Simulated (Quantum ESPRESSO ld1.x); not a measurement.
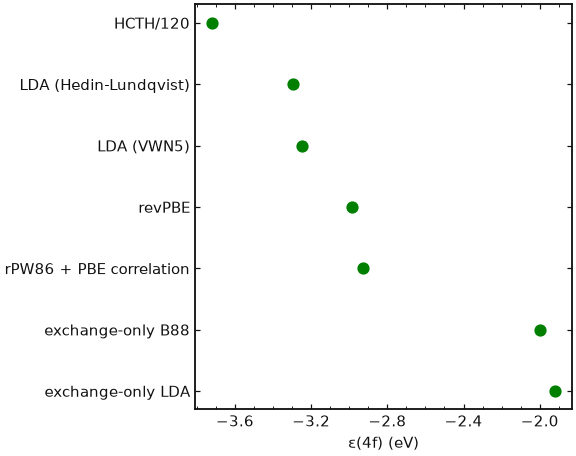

The neutral ytterbium atom; electrons: [Xe] 4f14 6s2. All runs are scalar-relativistic and spherical, computed with Quantum ESPRESSO ld1.x 7.5. The plot shows the eigenvalue (eV) of the 4f orbital by 7 methods.

> How much do the methods differ, and in which order?

The deepest is HCTH/120 (−3.72) and the shallowest exchange-only LDA (−1.92), a spread of 1.80 eV. In order (eV): HCTH/120 (−3.72), LDA (Hedin-Lundqvist) (−3.29), LDA (VWN5) (−3.25), revPBE (−2.98), rPW86 + PBE correlation (−2.93), exchange-only B88 (−2.00), exchange-only LDA (−1.92).
